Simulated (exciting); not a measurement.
# Electron–core-hole interaction in the Ta L₃ spectrum of Li3TaO4, part 2 of 3

Aim: the Ta L₃ absorption edge of Li3TaO4 with the electron–hole interaction treated explicitly, and what each term of the kernel does.

exciting sodium; X-ray absorption, core-level Bethe-Salpeter equation, exchange and statically screened direct term, Tamm-Dancoff, all-electron LAPW+lo LDA.

So far. Step 3 (A richer basis for the empty states): Against the first ground state the total energy moves by -7 meV an atom and the gap by 0.00 eV.

## Step 4: Screening, kernels and BSE for Ta atom 1

The absorber has 2 O at 1.94 Å and 4 O at 2.06 Å (distorted octahedral, site symmetry 4/mmm).

The input, input.xml:

```
<input>
  <title>Li3TaO4</title>
  <structure speciespath="." autormt="false" epslat="1.0e-5">
    <crystal>
      <basevect>-3.9018970528 3.9018970528 8.2372764915</basevect>
      <basevect>3.9018970528 -3.9018970528 8.2372764915</basevect>
      <basevect>3.9018970528 3.9018970528 -8.2372764915</basevect>
    </crystal>
    <species speciesfile="Ta.xml" rmt="2.058">
      <atom coord="0.0000000000 0.0000000000 0.0000000000"/>
    </species>
    <species speciesfile="O.xml" rmt="1.492">
      <atom coord="0.2221410000 0.2221410000 0.0000000000"/>
      <atom coord="0.5000000000 0.0000000000 0.5000000000"/>
      <atom coord="0.7778590000 0.7778590000 0.0000000000"/>
      <atom coord="0.0000000000 0.5000000000 0.5000000000"/>
    </species>
    <species speciesfile="Li.xml" rmt="2.163">
      <atom coord="0.7500000000 0.2500000000 0.5000000000"/>
      <atom coord="0.2500000000 0.7500000000 0.5000000000"/>
      <atom coord="0.5000000000 0.5000000000 0.0000000000"/>
    </species>
  </structure>
  <groundstate do="skip" xctype="LDA_PW" ngridk="4 4 4" rgkmax="6.5" gmaxvr="14" nempty="8" swidth="0.001" maxscl="100" epsengy="1e-5"/>
  <xs xstype="BSE" ngridk="3 3 4" ngridq="3 3 4" vkloff="0.097 0.273 0.493" rgkmax="6.5" nempty="36" gqmax="3" lmaxapwwf="5" lmaxemat="3" broad="0.08967" tevout="true">
    <energywindow intv="358.313 359.930" points="439"/>
    <screening screentype="full" nempty="58"/>
    <BSE xas="true" xasspecies="1" xasatom="1" xasedge="L3" bsetype="singlet" nstlxas="1 32"/>
    <qpointset>
      <qpoint>0 0 0</qpoint>
    </qpointset>
    <plan>
      <doonly task="xsgeneigvec"/>
      <doonly task="writepmatxs"/>
      <doonly task="scrgeneigvec"/>
      <doonly task="scrwritepmat"/>
      <doonly task="screen"/>
      <doonly task="scrcoulint"/>
    </plan>
  </xs>
</input>
```

The input, input.xml for the exchange start (cutoff and plan only):

```
  gqmax="2"
  <plan>
    <doonly task="exccoulint"/>
  </plan>
```

The input, input.xml for the last start (plan only):

```
  <plan>
    <doonly task="bse"/>
  </plan>
```

Command:

```sh
$ OMP_NUM_THREADS=1 mpirun -n 4 exciting
$ OMP_NUM_THREADS=1 mpirun -n 4 exciting
$ OMP_NUM_THREADS=4 exciting
```

Numbers of over 12 decimals in the logs are rounded to 6 here.

The log of the run:

```text
| EXCITING SODIUM started for task xsgeneigvec ( 301)                          =
One-shot GS runs for BSE calculations
One-shot GS runs for k+qmt/2 grids
Info(xsgeneigvec): Generating eigenvectors for Q-point      1
Info(xsgeneigvec): Generation of eigenvectors finished
| EXCITING SODIUM started for task writepmatxs ( 320)                          =
Info(writepmatxs): Momentum matrix elements finished
| EXCITING SODIUM started for task scrgeneigvec ( 401)                         =
One-shot GS runs for BSE calculations
One-shot GS runs for k+qmt/2 grids
Info(xsgeneigvec): Generating eigenvectors for Q-point      1
Using screening GS parameters.
Info(xsgeneigvec): Generation of eigenvectors finished
| EXCITING SODIUM started for task scrwritepmat ( 420)                         =
Info(writepmatxs): Momentum matrix elements finished
Info(scrwritepmat): Momentum matrix elements for screening finished
| EXCITING SODIUM started for task screen ( 430)                               =
Info(screenlauncher): Calculating screening for unshifted q-grid.
Info(screenlauncher): Number of q points:      14
Info(screenlauncher): lowest (partially)  unoccupied state:     31
Info(screenlauncher): highest (partially) occupied state  :     30
Info(screenlauncher): number of occupied states considered:   30
Info(screenlauncher): number of unoccupied states considered:   59
Info(screenlauncher): Starting loop over q-points
Info(screenlauncher): Screening for unshifted q-grid finished
Info(screenlauncher): Screening finished
| EXCITING SODIUM started for task scrcoulint ( 440)                           =
Info(scrcoulintlauncher): Setting up screened Coulomb interaction matrix W.
Info(scrcoulintlauncher): Using momentum transfer vectors from list :   1 to  1
Info(scrcoulintlauncher): Calculating screened Coulomb interaction matrix W
Info(scrcoulintlauncher): Momentum transfer list index: iqmt=  1
Info(scrcoulintlauncher): Momentum transfer: vqmtl=   0.000   0.000   0.000
Info(scrcoulintlauncher): Calculating RR block of W
Info(scrcoulint): Inspecting occupations...
Info(setranges_modxs): Number of non-reduced k-points:       36
Info(setranges_modxs): Number of states considered:       67
Info(setranges_modxs): Number of (partially) occupied states:       46
Info(setranges_modxs): Highest (partially) occupied states:       30
Info(setranges_modxs): Number of (partially) unoccupied states:       37
Info(setranges_modxs): Lowest (partially) unoccupied states:       31
Info(scrcoulint): Selecting transitions...
Info(select_transitions): Inspecting transitions in the  band interval:
  lowest occupied state:   7
  highest occupied state:  10
  lowest unoccupied state:  31
  highest unoccupied state:  62
  Opening gap with a scissor of:      0.000/H      0.000/eV
Info(select_transitions): Number of participating transitions:    4608
Info(scrcoulint): Size of file SCCLI will be about     0.162598 GB
Info(scrcoulint): Using q-grid
Info(scrcoulint): Number of reduced q-points:     14
Info(scrcoulint): Number of non-reduced q-points:     36
Info(scrcoulint): Calculating W(G1,G2,qr) fourier coefficients
Info(scrcoulint): Calculating W matrix elements
Info(scrcoulintlauncher): Screened coulomb interaction finished for iqmt=   1
| EXCITING SODIUM started for task exccoulint ( 441)                           =
Info(exccoulintlauncher): Setting up exchange interaction matrix V.
Info(exccoulintlauncher): Using momentum transfer vectors from list :   1 to  1
Info(exccoulintlauncher):Calculating exchange interaction matrix V
Info(exccoulintlauncher): Momentum transfer list index: iqmt=  1
Info(exccoulintlauncher): Momentum transfer: vqmtl=   0.000   0.000   0.000
Info(exccoulintlauncher): Calculating RR block of V
Info(exccoulint): Inspecting occupations...
Info(setranges_modxs): Number of non-reduced k-points:       36
Info(setranges_modxs): Number of states considered:       67
Info(setranges_modxs): Number of (partially) occupied states:       46
Info(setranges_modxs): Highest (partially) occupied states:       30
Info(setranges_modxs): Number of (partially) unoccupied states:       37
Info(setranges_modxs): Lowest (partially) unoccupied states:       31
Info(exccoulint): Selecting transitions...
Info(select_transitions): Inspecting transitions in the  band interval:
  lowest occupied state:   7
  highest occupied state:  10
  lowest unoccupied state:  31
  highest unoccupied state:  62
  Opening gap with a scissor of:      0.000/H      0.000/eV
Info(select_transitions): Number of participating transitions:    4608
Info(exccoulint): Size of file EXCLI will be about     0.162598 GB
Info(exccoulint): Generating plane wave matrix elements for momentum transfer iqmt=   1
  Timing (in seconds)	   :     694.659
Info(exccoulint): Generating V matrix elements
Info(exccoulint): Zeroing Coulomb potential at G+qmt index:  1
Info(exccoulintlauncher): Exchange interaction finished for iqmt=   1
| EXCITING SODIUM started for task bse ( 445)                                  =
Info(bselauncher): Init time:    1.465990
Info(bselauncher): Setting up and diagonalizing BSE Hamiltonian.
Info(bselauncher): Using momentum transfer vectors from list :   1 to  1
Info(bselauncher): Distributing qmt-points over   1 processes.
Info(bselauncher): BSE type: singlet
Info(bselauncher): Momentum transfer list index: iqmt=  1
Info(bselauncher): Momentum transfer: vqmtl=   0.000   0.000   0.000
Info(bse): Inspecting occupations...
Info(setranges_modxs): Number of non-reduced k-points:       36
Info(setranges_modxs): Number of states considered:       67
Info(setranges_modxs): Number of (partially) occupied states:       46
Info(setranges_modxs): Highest (partially) occupied states:       30
Info(setranges_modxs): Number of (partially) unoccupied states:       37
Info(setranges_modxs): Lowest (partially) unoccupied states:       31
Info(select_transitions): Inspecting transitions in the  band interval:
  lowest occupied state:   7
  highest occupied state:  10
  lowest unoccupied state:  31
  highest unoccupied state:  62
  Opening gap with a scissor of:      0.000/H      0.000/eV
Info(select_transitions): Number of participating transitions:    4608
Info(bse): Selecting transitions...
Info(bse):bsegap (eV):  9762.295146
Info(bse): Assembling BSE matrix
  RR/RA blocks of global BSE-Hamiltonian:
  Size of the Hamiltonian:    4608
  Number of k-points:      36
  Distributing matrix to   1 processes
  Local matrix shape   4608 x  4608
Info(bse): max local RAM needed for BSE matrices ~     0.316406 GB
Info(setup_bse_block): Setting up RR part of hamiltonian
Info(setup_bse_block): Singlet spin state
Info(bse): Diagonalizing RR Hamiltonian (TDA)
Info(bse): Invoking Lapack routine ZHEEVR
      4608 eigen solutions found in the interval:
         i1=       1 i2=    4608
Info(bse): Writing excition energies and oscillator strengths to text file.
Info(makespectrum_dist): Making spectrum using formula for coupling with time reversed AR basis.
Info(makespectrum_dist): Using formalism for vanishing momentum transfer.
Info(writederived): Writing quantities derived from the macroscopic dielectric function.
Info(bselauncher): Spectrum finished for iqmt=  1
Info(bselauncher): All done for BSE type singlet
```

The job ended after 50 min (4 MPI ranks of Intel Xeon at 2.70GHz, shared host).

Wall time by task: xsgeneigvec 20 s, writepmatxs 20 s, scrgeneigvec 15 s, scrwritepmat 13 s, screen 20 min, scrcoulint 15 min, exccoulint 12 min, bse 87 s.

The Ta L₃ spectrum of Ta atom 1 (energy from the Kohn–Sham onset, core level to the lowest empty state found on the meshes used, 9762.19 eV; the ground-state mesh sets it, and the shifted mesh has its lowest transition 0.11 eV above it; Im ε scaled to the maximum of the singlet run; cut below the end of the band set):

| E (eV) | isotropic | ε ⊥ c | ε ∥ c |
| --- | --- | --- | --- |
| -11.0 | 0.07 | 0.07 | 0.07 |
| -10.0 | 0.08 | 0.09 | 0.08 |
| -9.0 | 0.10 | 0.11 | 0.09 |
| -8.0 | 0.13 | 0.13 | 0.12 |
| -7.0 | 0.17 | 0.17 | 0.15 |
| -6.0 | 0.22 | 0.23 | 0.19 |
| -5.0 | 0.30 | 0.32 | 0.26 |
| -4.0 | 0.43 | 0.47 | 0.37 |
| -3.0 | 0.63 | 0.67 | 0.53 |
| -2.0 | 0.84 | 0.88 | 0.76 |
| -1.0 | 0.98 | 1.00 | 0.96 |
| 0.0 | 0.99 | 0.99 | 0.97 |
| 1.0 | 0.93 | 0.95 | 0.90 |
| 2.0 | 0.86 | 0.85 | 0.88 |
| 3.0 | 0.74 | 0.69 | 0.84 |
| 4.0 | 0.60 | 0.54 | 0.73 |
| 5.0 | 0.49 | 0.45 | 0.59 |
| 6.0 | 0.41 | 0.37 | 0.48 |
| 7.0 | 0.35 | 0.32 | 0.40 |
| 8.0 | 0.30 | 0.28 | 0.33 |
| 9.0 | 0.27 | 0.26 | 0.28 |
| 10.0 | 0.25 | 0.25 | 0.24 |
| 11.0 | 0.24 | 0.25 | 0.21 |
| 12.0 | 0.22 | 0.23 | 0.19 |
| 13.0 | 0.20 | 0.21 | 0.18 |
| 14.0 | 0.18 | 0.19 | 0.16 |
| 15.0 | 0.17 | 0.17 | 0.15 |
| 16.0 | 0.15 | 0.16 | 0.15 |
| 17.0 | 0.14 | 0.15 | 0.14 |
| 18.0 | 0.14 | 0.14 | 0.13 |
| 19.0 | 0.13 | 0.13 | 0.13 |
| 20.0 | 0.13 | 0.13 | 0.13 |
| 21.0 | 0.13 | 0.13 | 0.13 |
| 22.0 | 0.13 | 0.13 | 0.13 |
| 23.0 | 0.13 | 0.13 | 0.13 |

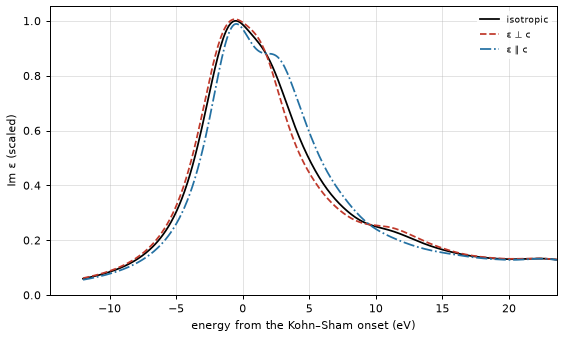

The Ta L₃ edge of Ta atom 1.

Maxima (height): -0.6 eV (1.00).

The Hamiltonian has 4608 rows. The lowest groups of eigenvalues and the brightest ones, on the scale above (the program counts from the shifted mesh's onset, 0.11 eV higher). Core spinors bring spin-forbidden partners, so dark means forbidden by spin or by symmetry, and the shifted mesh splits states that symmetry would keep together:

| energy (eV) | states within 10 meV | relative strength |
| --- | --- | --- |
| -1.974 | 4 | 0.47 |
| -0.816 | 8 | 1.00 |
| -0.312 | 4 | 0.0050 |
| -0.151 | 4 | 0.011 |
| 0.124 | 4 | 0.0083 |
| 0.379 | 4 | 0.0032 |
| 1.483 | 4 | 0.53 |
| 2.638 | 8 | 0.046 |
| 2.746 | 4 | 0.15 |
| 2.781 | 4 | 0.070 |
| 4.807 | 4 | 0.060 |

## Step 5: Independent particles

input.xml: that of step 4 with these lines changed.

```diff
@@ -27,3 +27,3 @@
     <screening screentype="full" nempty="58"/>
-    <BSE xas="true" xasspecies="1" xasatom="1" xasedge="L3" bsetype="singlet" nstlxas="1 32"/>
+    <BSE xas="true" xasspecies="1" xasatom="1" xasedge="L3" bsetype="IP" nstlxas="1 32"/>
     <qpointset>
@@ -32,8 +32,3 @@
     <plan>
-      <doonly task="xsgeneigvec"/>
-      <doonly task="writepmatxs"/>
-      <doonly task="scrgeneigvec"/>
-      <doonly task="scrwritepmat"/>
-      <doonly task="screen"/>
-      <doonly task="scrcoulint"/>
+      <doonly task="bse"/>
     </plan>
```

Command:

```sh
$ OMP_NUM_THREADS=4 exciting
```

The log of the run:

```text
| EXCITING SODIUM started for task bse ( 445)                                  =
Info(bselauncher): Init time:    1.387712
Info(bselauncher): Setting up and diagonalizing BSE Hamiltonian.
Info(bselauncher): Using momentum transfer vectors from list :   1 to  1
Info(bselauncher): Distributing qmt-points over   1 processes.
Info(bselauncher): BSE type: IP
Info(bselauncher): Momentum transfer list index: iqmt=  1
Info(bselauncher): Momentum transfer: vqmtl=   0.000   0.000   0.000
Info(bse): Inspecting occupations...
Info(setranges_modxs): Number of non-reduced k-points:       36
[...]
highest unoccupied state:  62
  Opening gap with a scissor of:      0.000/H      0.000/eV
Info(select_transitions): Number of participating transitions:    4608
Info(bse): Selecting transitions...
Info(bse):bsegap (eV):  9762.295146
Info(bse): IP requested, nothing much to do
Info(bse): Writing excition energies and oscillator strengths to text file.
Info(makespectrum_dist): Making spectrum using formula for coupling with time reversed AR basis.
Info(makespectrum_dist): Using formalism for vanishing momentum transfer.
Info(writederived): Writing quantities derived from the macroscopic dielectric function.
Info(bselauncher): Spectrum finished for iqmt=  1
Info(bselauncher): All done for BSE type IP
```

Elapsed: 3 s, on 4 threads.

Maxima (height): 3.4 eV (0.88). The spectrum differs from the singlet run by 60 % r.m.s. Moving the earlier curve by +4.2 eV leaves 14 %. The highest maximum lies at 3.4 eV (0.88), against -0.6 eV (1.00).

## Step 6: Exchange alone

input.xml: that of step 5 with these lines changed.

```diff
@@ -27,3 +27,3 @@
     <screening screentype="full" nempty="58"/>
-    <BSE xas="true" xasspecies="1" xasatom="1" xasedge="L3" bsetype="IP" nstlxas="1 32"/>
+    <BSE xas="true" xasspecies="1" xasatom="1" xasedge="L3" bsetype="RPA" nstlxas="1 32"/>
     <qpointset>
```

Command:

```sh
$ OMP_NUM_THREADS=4 exciting
```

The log of the run:

```text
| EXCITING SODIUM started for task bse ( 445)                                  =
Info(bselauncher): Init time:    1.371295
Info(bselauncher): Setting up and diagonalizing BSE Hamiltonian.
Info(bselauncher): Using momentum transfer vectors from list :   1 to  1
Info(bselauncher): Distributing qmt-points over   1 processes.
Info(bselauncher): BSE type: RPA
Info(bselauncher): Momentum transfer list index: iqmt=  1
Info(bselauncher): Momentum transfer: vqmtl=   0.000   0.000   0.000
Info(bse): Inspecting occupations...
Info(setranges_modxs): Number of non-reduced k-points:       36
[...]
Info(setup_bse_block): Setting up RR part of hamiltonian
Info(setup_bse_block): Using RPA approximation
Info(bse): Diagonalizing RR Hamiltonian (TDA)
Info(bse): Invoking Lapack routine ZHEEVR
      4608 eigen solutions found in the interval:
         i1=       1 i2=    4608
Info(bse): Writing excition energies and oscillator strengths to text file.
Info(makespectrum_dist): Making spectrum using formula for coupling with time reversed AR basis.
Info(makespectrum_dist): Using formalism for vanishing momentum transfer.
Info(writederived): Writing quantities derived from the macroscopic dielectric function.
Info(bselauncher): Spectrum finished for iqmt=  1
Info(bselauncher): All done for BSE type RPA
```

Wall time 82 s (4 threads).

Maxima (height): 3.4 eV (0.88). The spectrum is that of the independent-particle run within 1 %.

## Step 7: Another input

In this try the input is made faulty on purpose, to show what that does.

input.xml: that of step 6 with these lines changed.

```diff
@@ -24,6 +24,6 @@
   <groundstate do="skip" xctype="LDA_PW" ngridk="4 4 4" rgkmax="6.5" gmaxvr="14" nempty="8" swidth="0.001" maxscl="100" epsengy="1e-5"/>
-  <xs xstype="BSE" ngridk="3 3 4" ngridq="3 3 4" vkloff="0.097 0.273 0.493" rgkmax="6.5" nempty="36" gqmax="3" lmaxapwwf="5" lmaxemat="3" broad="0.08967" tevout="true">
+  <xs xstype="BSE" ngridk="3 3 4" ngridq="3 3 4" vkloff="0.097 0.273 0.493" rgkmax="6.5" nempty="7" gqmax="3" lmaxapwwf="5" lmaxemat="3" broad="0.08967" tevout="true">
     <energywindow intv="358.313 359.930" points="439"/>
     <screening screentype="full" nempty="58"/>
-    <BSE xas="true" xasspecies="1" xasatom="1" xasedge="L3" bsetype="RPA" nstlxas="1 32"/>
+    <BSE xas="true" xasspecies="1" xasatom="1" xasedge="L3" bsetype="singlet" nstlxas="1 3"/>
     <qpointset>
@@ -32,3 +32,4 @@
     <plan>
-      <doonly task="bse"/>
+      <doonly task="writepmatxs"/>
+      <doonly task="scrcoulint"/>
     </plan>
```

The input, input.xml for the exchange start (cutoff and plan only):

```
  gqmax="2"
  <plan>
    <doonly task="exccoulint"/>
  </plan>
```

The input, input.xml for the last start (plan only):

```
  <plan>
    <doonly task="bse"/>
  </plan>
```

Command:

```sh
$ OMP_NUM_THREADS=1 mpirun -n 4 exciting
$ OMP_NUM_THREADS=1 mpirun -n 4 exciting
$ OMP_NUM_THREADS=4 exciting
```

The log of the run:

```text
| EXCITING SODIUM started for task writepmatxs ( 320)                          =
Info(writepmatxs): Momentum matrix elements finished
| EXCITING SODIUM started for task scrcoulint ( 440)                           =
Info(scrcoulintlauncher): Setting up screened Coulomb interaction matrix W.
Info(scrcoulintlauncher): Using momentum transfer vectors from list :   1 to  1
Info(scrcoulintlauncher): Calculating screened Coulomb interaction matrix W
Info(scrcoulintlauncher): Momentum transfer list index: iqmt=  1
[...]
Info(setup_bse_block): Setting up RR part of hamiltonian
Info(setup_bse_block): Singlet spin state
Info(bse): Diagonalizing RR Hamiltonian (TDA)
Info(bse): Invoking Lapack routine ZHEEVR
       432 eigen solutions found in the interval:
         i1=       1 i2=     432
Info(bse): Writing excition energies and oscillator strengths to text file.
Info(makespectrum_dist): Making spectrum using formula for coupling with time reversed AR basis.
Info(makespectrum_dist): Using formalism for vanishing momentum transfer.
Info(writederived): Writing quantities derived from the macroscopic dielectric function.
Info(bselauncher): Spectrum finished for iqmt=  1
Info(bselauncher): All done for BSE type singlet
```

Wall time 3.6 min (4 MPI ranks).

The input has a fault: far too few conduction bands in the BSE. The spectrum differs from the singlet run by 56 % r.m.s. The highest maximum lies at -1.0 eV (0.66), against -0.6 eV (1.00). The first bright state moves from -1.97 to -1.83 eV. Transitions to the missing bands are absent and can't mix into the lines that are left.

| E (eV) | first run | this run |
| --- | --- | --- |
| -11.0 | 0.07 | 0.04 |
| -10.0 | 0.08 | 0.05 |
| -9.0 | 0.10 | 0.06 |
| -8.0 | 0.13 | 0.08 |
| -7.0 | 0.17 | 0.10 |
| -6.0 | 0.22 | 0.14 |
| -5.0 | 0.30 | 0.19 |
| -4.0 | 0.43 | 0.28 |
| -3.0 | 0.63 | 0.42 |
| -2.0 | 0.84 | 0.58 |
| -1.0 | 0.98 | 0.66 |
| 0.0 | 0.99 | 0.59 |
| 1.0 | 0.93 | 0.44 |
| 2.0 | 0.86 | 0.31 |
| 3.0 | 0.74 | 0.21 |
| 4.0 | 0.60 | 0.15 |
| 5.0 | 0.49 | 0.11 |
| 6.0 | 0.41 | 0.08 |
| 7.0 | 0.35 | 0.06 |
| 8.0 | 0.30 | 0.05 |
| 9.0 | 0.27 | 0.04 |
| 10.0 | 0.25 | 0.03 |
| 11.0 | 0.24 | 0.03 |
| 12.0 | 0.22 | 0.02 |
| 13.0 | 0.20 | 0.02 |
| 14.0 | 0.18 | 0.02 |
| 15.0 | 0.17 | 0.02 |
| 16.0 | 0.15 | 0.01 |
| 17.0 | 0.14 | 0.01 |
| 18.0 | 0.14 | 0.01 |
| 19.0 | 0.13 | 0.01 |
| 20.0 | 0.13 | 0.01 |
| 21.0 | 0.13 | 0.01 |
| 22.0 | 0.13 | 0.01 |
| 23.0 | 0.13 | 0.01 |

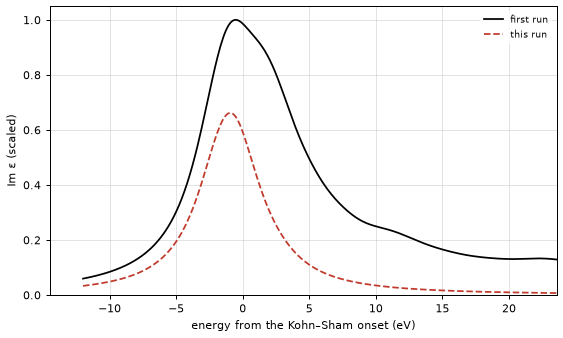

This run beside the first singlet run.

[end of part 2 of 3]

[Banner, clock and machine lines of the logs are left out without a mark of their own.]

[Logs are printed without paths, hosts, clocks, repeated set-up lines and the standing remarks that a program may print on its own settings, such as how far it seeks lower states.]

[Hosts, paths, dates, database ids (printed as entryN), source tags and the programs' standing remarks are cut or masked in the printed files.]
